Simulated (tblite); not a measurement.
Run report: C$_{5}$H$_{10}$FNSi, geometry relaxation

C$_{5}$H$_{10}$FNSi, computed with GFN2-xTB geometry optimisation, gas phase (tblite 0.8.0).

It belongs to a series of runs on one base structure; here: C-C bond made double.

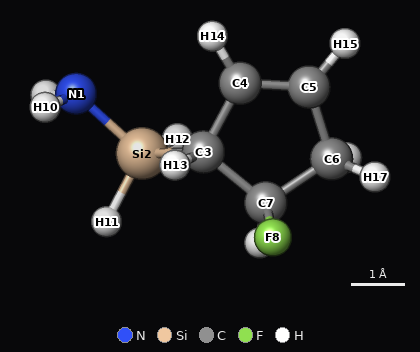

Fig. 1: The starting structure (ball-and-stick view, seen at a tilt; atoms are numbered from 1 in the order of the input). Bond lengths as drawn: C–C 1.34 to 1.55 Å, C–F 1.36 Å, C–H 1.08 to 1.10 Å, C–Si 1.85 Å, H–N 1.00 to 1.02 Å, H–Si 1.48 to 1.49 Å and N–Si 1.71 Å.

Input file
```
{"job": {"kind": "relax", "xc": "GFN2-xTB", "basis": "xTB"}, "charge": 0, "multiplicity": 1}
N      2.642900    -0.806400     1.077600
Si     1.083700    -1.243200     0.513700
C      0.315600     0.051200    -0.563400
C      0.124000     1.413800     0.071300
C     -1.164200     1.739500     0.217400
C     -2.077100     0.673700    -0.308400
C     -1.121600    -0.277600    -1.039000
F     -1.196100    -0.019200    -2.372500
H      2.989500    -1.527900     1.705800
H      3.280400    -0.774000     0.301500
H      1.286900    -2.510300    -0.221600
H      0.263400    -1.533200     1.721500
H      0.941900     0.182000    -1.438300
H      0.956900     2.028000     0.396000
H     -1.519100     2.671200     0.655800
H     -2.570300     0.180800     0.548100
H     -2.823500     1.089100    -0.981200
H     -1.422200    -1.331100    -0.902700
```

The first line tells a small driver script what to run in tblite; the rest is the geometry in Å.

Hardware: 1 CPU thread, shared host.

Launch command:
```bash
OMP_NUM_THREADS=1 python <driver script> task.json out
```

What the program printed
```
step      E/eV     max force
  0    -685.12789    1.720
  1    -685.21794    0.599
  2    -685.24196    0.501
  3    -685.26023    0.424
  4    -685.29125    0.439
  5    -685.31601    0.423
  6    -685.33188    0.284
  7    -685.34291    0.258
  8    -685.35311    0.252
  9    -685.36398    0.228
 10    -685.37180    0.225
 11    -685.37641    0.163
 12    -685.37951    0.146
 13    -685.38214    0.141
 14    -685.38443    0.109
 15    -685.38633    0.101
 16    -685.38818    0.116
 17    -685.39017    0.123
 18    -685.39202    0.106
 19    -685.39348    0.076
 20    -685.39470    0.080
 21    -685.39595    0.094
 22    -685.39735    0.090
 23    -685.39882    0.096
 24    -685.40018    0.092
 25    -685.40140    0.074
 26    -685.40249    0.085
 27    -685.40353    0.082
 28    -685.40470    0.079
 29    -685.40610    0.110
 30    -685.40751    0.106
 31    -685.40868    0.074
 32    -685.40960    0.071
 33    -685.41040    0.077
 34    -685.41112    0.073
 35    -685.41167    0.052
 36    -685.41207    0.043
 37    -685.41241    0.046
 38    -685.41270    0.043
 39    -685.41293    0.032
 40    -685.41308    0.030
 41    -685.41320    0.028
 42    -685.41333    0.024
 43    -685.41346    0.030
 44    -685.41357    0.032
 45    -685.41370    0.029
 46    -685.41385    0.031
 47    -685.41400    0.033
 48    -685.41413    0.028
 49    -685.41422    0.029
 50    -685.41429    0.027
 51    -685.41436    0.023
 52    -685.41441    0.018
 53    -685.41446    0.016
 54    -685.41449    0.018
 55    -685.41453    0.016
 56    -685.41457    0.018
 57    -685.41460    0.017
 58    -685.41464    0.017
 59    -685.41469    0.018
 60    -685.41475    0.017
 61    -685.41479    0.017
 62    -685.41483    0.017
 63    -685.41486    0.013
 64    -685.41490    0.014
 65    -685.41494    0.016
 66    -685.41498    0.015
 67    -685.41502    0.018
 68    -685.41505    0.015
 69    -685.41507    0.012
 70    -685.41509    0.009
```

Trajectory as extended XYZ (Å, eV, eV/Å), 6 of the 71 frames kept, from step=0 to step=70
```
18
Properties=species:S:1:pos:R:3:forces:R:3 step=0 energy=-685.12789
N     2.6429   -0.8064    1.0776    0.3730  -0.2490   0.3150
Si    1.0837   -1.2432    0.5137   -0.4910  -1.3570   0.9360
C     0.3156    0.0512   -0.5634   -0.9030   1.3100  -0.2510
C     0.1240    1.4138    0.0713   -0.5560  -0.0290   0.2840
C    -1.1642    1.7395    0.2174    0.9630   0.2010   0.0230
C    -2.0771    0.6737   -0.3084    0.1680   0.1300   0.7000
C    -1.1216   -0.2776   -1.0390    0.1090  -0.2570   0.6790
F    -1.1961   -0.0192   -2.3725   -0.1020  -0.0490  -0.8110
H     2.9895   -1.5279    1.7058    0.0800   0.4240  -0.0040
H     3.2804   -0.7740    0.3015    0.4670   0.3070  -0.0570
H     1.2869   -2.5103   -0.2216   -0.3900   0.0180  -0.1700
H     0.2634   -1.5332    1.7215    0.1680   0.1670  -0.3360
H     0.9419    0.1820   -1.4383    0.1330  -0.0200  -0.3680
H     0.9569    2.0280    0.3960   -0.1600  -0.2690  -0.1490
H    -1.5191    2.6712    0.6558    0.0240  -0.4200  -0.1990
H    -2.5703    0.1808    0.5481    0.0160   0.0440  -0.4170
H    -2.8235    1.0891   -0.9812   -0.1130  -0.1360  -0.0590
H    -1.4222   -1.3311   -0.9027    0.2140   0.1870  -0.1170
18
Properties=species:S:1:pos:R:3:forces:R:3 step=14 energy=-685.38443
N     2.6337   -0.8723    1.0354   -0.0320   0.0680  -0.0070
Si    1.0586   -1.3212    0.5053   -0.0380  -0.0330   0.0470
C     0.3144    0.0664   -0.5778   -0.0010   0.0040  -0.0260
C     0.1412    1.3883    0.0944    0.0900   0.0000   0.0200
C    -1.1268    1.7306    0.2382   -0.0160  -0.0080   0.0790
C    -2.0498    0.6787   -0.2904    0.0080  -0.0880  -0.0400
C    -1.1108   -0.2756   -1.0369    0.0860  -0.0590  -0.0310
F    -1.2216   -0.0531   -2.4018   -0.0150  -0.0110  -0.0480
H     3.0608   -1.3921    1.7863   -0.0570   0.0270  -0.0850
H     3.3345   -0.6082    0.3606   -0.0290   0.0180   0.0160
H     1.0051   -2.5485   -0.3091   -0.0050  -0.0110   0.0060
H     0.2626   -1.4968    1.7179   -0.0030   0.0120   0.0470
H     0.9500    0.1880   -1.4596   -0.0190  -0.0200  -0.0400
H     0.9893    1.9715    0.3998    0.0800   0.0240   0.0290
H    -1.5076    2.6354    0.6748    0.0130   0.0380   0.0580
H    -2.5692    0.1606    0.5184   -0.0050   0.0010   0.0240
H    -2.7983    1.0849   -0.9696   -0.0480   0.0160  -0.0470
H    -1.3748   -1.3302   -0.9041   -0.0090   0.0210  -0.0010
18
Properties=species:S:1:pos:R:3:forces:R:3 step=28 energy=-685.40470
N     2.5748   -0.8103    1.0230    0.0140   0.0210   0.0180
Si    1.0161   -1.3245    0.5187   -0.0250   0.0610  -0.0350
C     0.3286    0.0535   -0.6101   -0.0570  -0.0120  -0.0410
C     0.1741    1.3617    0.0940    0.0510  -0.0420  -0.0070
C    -1.0923    1.6987    0.2718    0.0310  -0.0360   0.0410
C    -2.0244    0.6704   -0.2980    0.0050   0.0120   0.0130
C    -1.0954   -0.2790   -1.0666   -0.0380  -0.0030   0.0350
F    -1.2317   -0.0632   -2.4317    0.0390   0.0090   0.0540
H     3.0323   -1.3403    1.7457    0.0610   0.0120  -0.0160
H     3.2459   -0.4987    0.3393    0.0140   0.0040   0.0180
H     0.9471   -2.5714   -0.2584    0.0130  -0.0610   0.0010
H     0.2452   -1.4596    1.7524   -0.0480   0.0140   0.0040
H     0.9676    0.1617   -1.4909    0.0100  -0.0110   0.0220
H     1.0382    1.9136    0.4182   -0.0150   0.0380   0.0070
H    -1.4615    2.5800    0.7682    0.0070  -0.0270  -0.0310
H    -2.5534    0.1374    0.4965   -0.0080   0.0200  -0.0260
H    -2.7645    1.1089   -0.9698   -0.0080  -0.0140   0.0030
H    -1.3553   -1.3326   -0.9208   -0.0470   0.0130  -0.0620
18
Properties=species:S:1:pos:R:3:forces:R:3 step=42 energy=-685.41333
N     2.5590   -0.7797    1.0227   -0.0100  -0.0040  -0.0020
Si    1.0044   -1.3297    0.5341    0.0010  -0.0110   0.0000
C     0.3250    0.0252   -0.6227    0.0190   0.0070   0.0100
C     0.1925    1.3293    0.0928   -0.0180   0.0150   0.0060
C    -1.0695    1.6685    0.2971    0.0020  -0.0040  -0.0210
C    -2.0175    0.6669   -0.2935   -0.0030   0.0110   0.0040
C    -1.1021   -0.2785   -1.0814   -0.0120   0.0110  -0.0090
F    -1.2242   -0.0177   -2.4397   -0.0080   0.0100  -0.0120
H     3.0646   -1.3092    1.7134    0.0020   0.0020  -0.0060
H     3.1979   -0.4172    0.3325   -0.0100   0.0020   0.0160
H     0.9595   -2.6118   -0.1912    0.0020   0.0080   0.0080
H     0.1939   -1.4169    1.7487    0.0200  -0.0070   0.0100
H     0.9687    0.1216   -1.5000    0.0130   0.0000  -0.0050
H     1.0580    1.8807    0.4145    0.0080  -0.0090   0.0020
H    -1.4269    2.5457    0.8083    0.0050  -0.0140  -0.0160
H    -2.5637    0.1274    0.4834    0.0000   0.0040   0.0030
H    -2.7452    1.1322   -0.9621   -0.0010  -0.0080   0.0210
H    -1.3833   -1.3306   -0.9752   -0.0110  -0.0120  -0.0090
18
Properties=species:S:1:pos:R:3:forces:R:3 step=56 energy=-685.41457
N     2.5520   -0.7749    1.0273   -0.0010  -0.0020  -0.0020
Si    1.0008   -1.3350    0.5402   -0.0070   0.0010   0.0040
C     0.3219    0.0160   -0.6237   -0.0020  -0.0050  -0.0030
C     0.1947    1.3220    0.0898    0.0130   0.0010  -0.0120
C    -1.0656    1.6679    0.2903    0.0070   0.0060  -0.0010
C    -2.0170    0.6658   -0.2920    0.0010  -0.0060   0.0050
C    -1.1064   -0.2743   -1.0914    0.0050  -0.0040   0.0010
F    -1.2247    0.0110   -2.4457    0.0100   0.0040   0.0010
H     3.0700   -1.3086    1.7051   -0.0020  -0.0020   0.0020
H     3.1821   -0.3869    0.3436   -0.0030   0.0040  -0.0060
H     0.9596   -2.6203   -0.1781    0.0000   0.0030  -0.0030
H     0.2074   -1.4235    1.7660   -0.0080  -0.0030  -0.0050
H     0.9712    0.1068   -1.4981    0.0020   0.0010   0.0040
H     1.0636    1.8671    0.4122    0.0050   0.0070   0.0010
H    -1.4187    2.5482    0.7974   -0.0060   0.0060   0.0010
H    -2.5486    0.1226    0.4922   -0.0090  -0.0060   0.0050
H    -2.7560    1.1289   -0.9484   -0.0080  -0.0060   0.0030
H    -1.3952   -1.3266   -1.0050    0.0020   0.0010   0.0040
18
Properties=species:S:1:pos:R:3:forces:R:3 step=70 energy=-685.41509
N     2.5424   -0.7754    1.0306    0.0040  -0.0010   0.0020
Si    0.9923   -1.3388    0.5451    0.0030   0.0030  -0.0020
C     0.3248    0.0146   -0.6214    0.0000   0.0050  -0.0020
C     0.1990    1.3255    0.0835   -0.0010   0.0060  -0.0060
C    -1.0616    1.6710    0.2846   -0.0020  -0.0010   0.0030
C    -2.0124    0.6601   -0.2845    0.0020  -0.0020   0.0000
C    -1.1020   -0.2724   -1.0927    0.0020   0.0000   0.0010
F    -1.2180    0.0286   -2.4439   -0.0030  -0.0030   0.0020
H     3.0704   -1.3107    1.6993   -0.0020  -0.0030   0.0020
H     3.1628   -0.3719    0.3468   -0.0010   0.0000   0.0060
H     0.9548   -2.6204   -0.1800   -0.0010  -0.0030   0.0020
H     0.1921   -1.4345    1.7656   -0.0010   0.0030  -0.0020
H     0.9794    0.0981   -1.4926   -0.0040   0.0030  -0.0050
H     1.0675    1.8763    0.3981    0.0010  -0.0030  -0.0010
H    -1.4164    2.5548    0.7848    0.0030   0.0010   0.0010
H    -2.5291    0.1130    0.5076    0.0030  -0.0030  -0.0030
H    -2.7646    1.1142   -0.9322   -0.0010  -0.0020   0.0040
H    -1.3900   -1.3257   -1.0172   -0.0030   0.0030  -0.0030
```

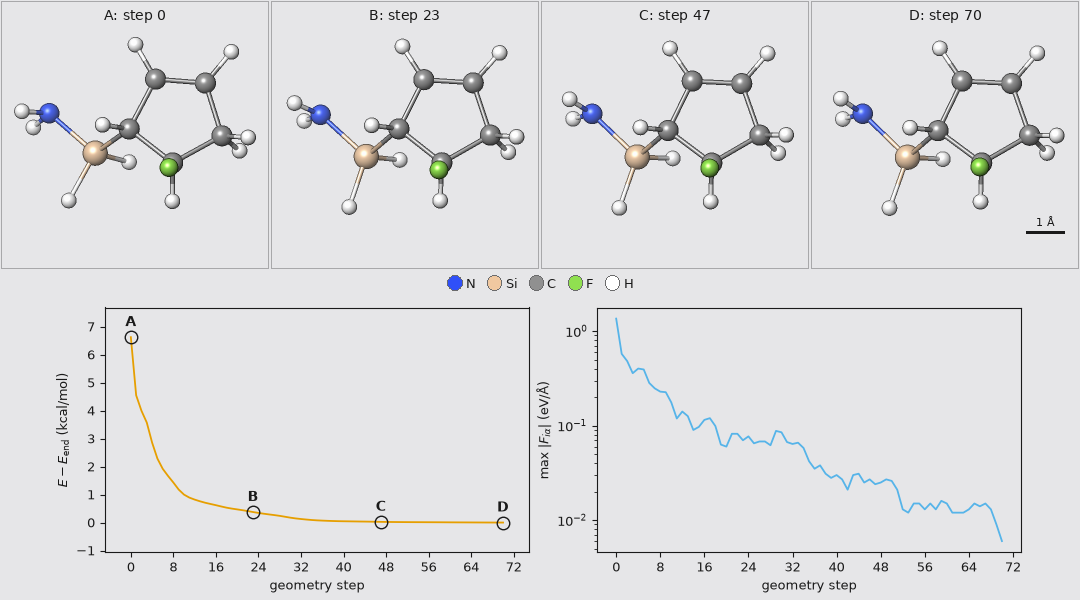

Fig. 2: Frames of the relaxation (ball-and-stick view, seen at a tilt) above the curves, on which the letters mark them (steps are counted from 0).

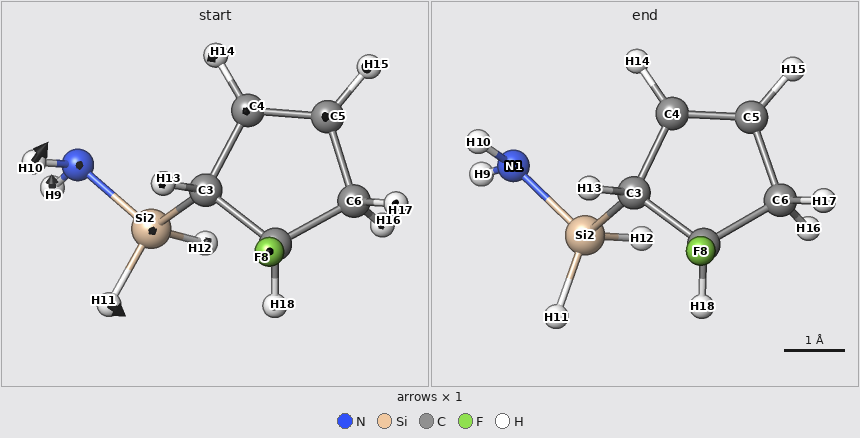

Fig. 3: Before (left) and after (right) the relaxation, at one scale (ball-and-stick view, seen at a tilt). The black arrows give the displacements, at true length. Over 70 geometry steps the energy falls by 6.62 kcal/mol. Largest force component: 1.4 eV/Å at the start, 0.006 eV/Å at the end. H10 moves most after the best rigid fit: 0.42 Å. By element the largest moves are H 0.42 Å, C 0.14 Å, Si 0.13 Å, N 0.12 Å, F 0.09 Å. Distances before and after: Si2–C3 1.851 → 1.907 Å, C7–F8 1.360 → 1.389 Å, Si2–H12 1.489 → 1.463 Å, C3–C4 1.515 → 1.494 Å. Among the angles that change: N1–Si2–H11 104.9° → 116.6°, Si2–N1–H10 109.3° → 119.7°, Si2–N1–H9 109.4° → 119.1°. (Atoms are counted from 1 in the order of the input.)

Summary

- outcome: converged
- total energy: −685.4151 eV
- wall time: 1.7 s
- peak memory: 0.18 GiB
